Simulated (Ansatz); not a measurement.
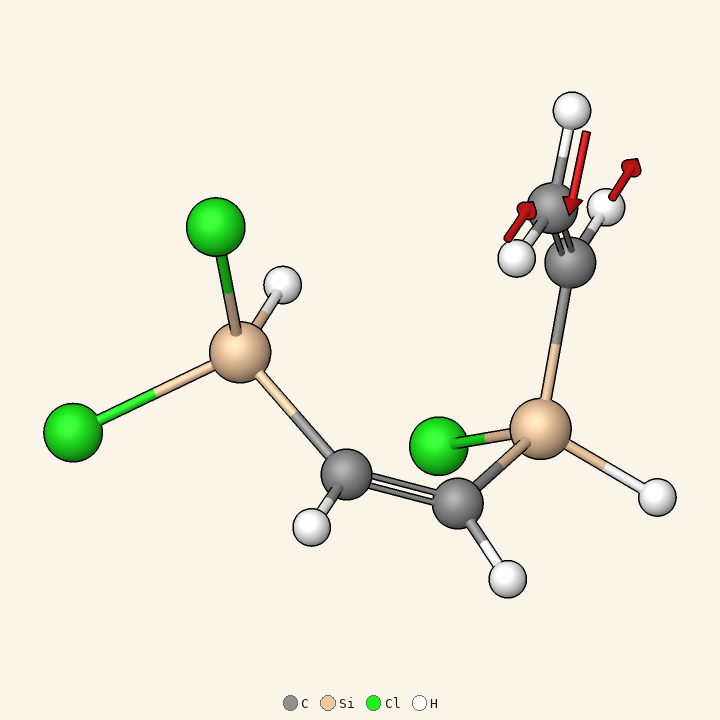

The arrows show one normal mode. Harmonic vibrations computed with RKS PBE0-D4/def2-TZVP (Ansatz 0.2.0) at a stationary point of the same level.

**Describe the motion.**

Mostly out-of-phase stretching of 3 C–H bonds.

**At what wavenumber does it lie?**

3136 cm⁻¹; it is mode 40 of 42 counted from the lowest.
